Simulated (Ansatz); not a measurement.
**BrCl (bromine chloride) at CCSDTQ/STO-3G**

Aim: the vertical electron affinity of BrCl (bromine chloride) at CCSDTQ/STO-3G, from 2 runs. 

The calculation is run with Ansatz 0.2.0.

44 further runs of the same task are left out: 6 that didn't finish, 38 set aside as unsound or not needed.

### 1 Starting point

The species is BrCl (2 atoms), meant as a singlet with charge 0. As SMILES, `ClBr`. The bond length is the measured one.

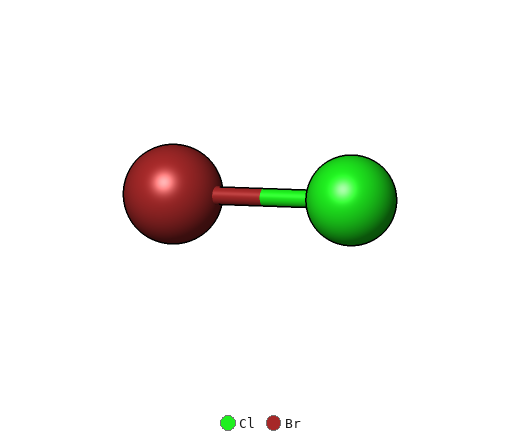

Viewed from a chosen angle; chlorine green, bromine red.

### 2 The energy at CCSDTQ/STO-3G

molecule.yaml reads:

```yaml
basis:
  gaussian:
    orbitals: STO-3G
crystal:
  periodic: [false, false, false]
  atoms:
    - symbol: Cl
      position_ang: [0.000000, 0.000000, 0.000000]
    - symbol: Br
      position_ang: [0.000000, 0.000000, 2.136065]
correlation:
  method: ccsdtq
  frozen_orbitals: {Br: 9, Cl: 5}
magnetization:
  spin_polarized: false
scf:
  omitted_lower_state_checks: [cluster_reference, increment]
accuracy: high
```

The run is started by

```bash
$ ansatz run molecule.yaml --threads 1 --pin off --max-ram 2610MiB --events-out events.jsonl --progress --plain --runs-dir runs
```

Output, shortened:

```text
Warning: RAYON_NUM_THREADS=1 ignored (pool sized by the plan → 1); use --threads N
Functional definition: HF
  name "HF"
[...]
370 factors; integrals over basis functions are off by at most 6.0e-9 eV
[...]
mean field -81613.10528899 eV, -2999.2263000206 hartree, gradient 1.0e-8 eV, S^2 0.000000; 0 other end points of the search recorded, 0 dependent functions left out
14 core orbitals not correlated: weight in the atoms' cores, before any rotation towards them, 1.000 or more for the frozen orbitals, at most 0.000 for the correlated occupied ones
reference -81613.10528899 eV, -2999.2263000206 hartree; 12, 12 occupied and 1, 1 virtual orbitals, 370 factors
second order -0.46644009 eV of doubles, -0.00000000 eV of singles
cycle   1  -0.60252567 eV  change   -1.4e-1 eV  update   3.9e-2
[...]
cycle  14  -0.68959487 eV  change   9.6e-10 eV  update   2.4e-9
Total energy: -81613.79488385 eV, -2999.2516421645 hartree
Checks for a lower state left out: cluster_reference, increment
```

Run time: 13 s. Hardware: 1 thread of Intel Xeon Platinum 8259CL at 2.50GHz (Skylake/Cascade Lake), shared host; peak memory 0.14 GiB.

### 3 The doublet anion, same level

run.yaml reads:

```yaml
crystal:
  periodic: [false, false, false]
  atoms:
    - {symbol: Cl, position_ang: [0.000000, 0.000000, 0.000000]}
    - {symbol: Br, position_ang: [0.000000, 0.000000, 2.136065]}
basis:
  gaussian: {orbitals: STO-3G}
scf: {omitted_lower_state_checks: [cluster_reference, increment]}
correlation: {method: ccsdtq, frozen_orbitals: {Br: 9, Cl: 5}}
total_charge: -1
accuracy: high
magnetization: {spin_polarized: true, initial_magnetization: 1}
```

The run is started by

```bash
$ ansatz run run.yaml --threads 1 --pin off --max-ram 2610MiB --events-out events.jsonl --progress --plain --runs-dir runs
```

Output, shortened:

```text
Warning: RAYON_NUM_THREADS=1 ignored (pool sized by the plan → 1); use --threads N
Functional definition: HF
  name "HF"
[...]
370 factors; integrals over basis functions are off by at most 6.0e-9 eV
[...]
mean field -81609.04576680 eV, -2999.0771153319 hartree, gradient 8.5e-9 eV, S^2 0.750000; 0 other end points of the search recorded, 0 dependent functions left out
14 core orbitals not correlated: weight in the atoms' cores, before any rotation towards them, 1.000 or more for the frozen orbitals, at most 0.000 for the correlated occupied ones
reference -81609.04576680 eV, -2999.0771153319 hartree; 13, 12 occupied and 0, 1 virtual orbitals, 370 factors
second order 0.00000000 eV of doubles, -0.00000000 eV of singles
cycle   1  -0.00000000 eV  change  -9.7e-21 eV  update  1.2e-11
cycle   2  -0.00000000 eV  change  -3.5e-21 eV  update  4.8e-12
Total energy: -81609.04576680 eV, -2999.0771153319 hartree
Checks for a lower state left out: cluster_reference, increment
```

Wall time 1.1 s (1 thread of Intel Xeon Platinum 8259CL at 2.50GHz (Skylake/Cascade Lake), shared host); peak memory 0.11 GiB.

### 4 Outcome

At CCSDTQ/STO-3G, 14 core orbitals frozen:

```
                                                   quantity           value
                                 singlet BrCl: total energy  -2999.25164 Eh
 singlet BrCl: correlation energy (14 core orbitals frozen)       -25.3 mEh
                                singlet BrCl: T1 diagnostic           0.003
                                doublet anion: total energy  -2999.07712 Eh
doublet anion: correlation energy (14 core orbitals frozen)         0.0 mEh
           doublet anion: ⟨S²⟩ of the reference determinant           0.750
                               doublet anion: T1 diagnostic           0.000
          vertical electron affinity (to the doublet anion)       -4.749 eV
```

In words: The anion lies 4.75 eV (110 kcal/mol) above the neutral: the electron isn't bound at this level, and such a value depends on the basis. Without diffuse functions anions come out too high. In a minimal basis such a difference can be off by several eV, whatever the method.
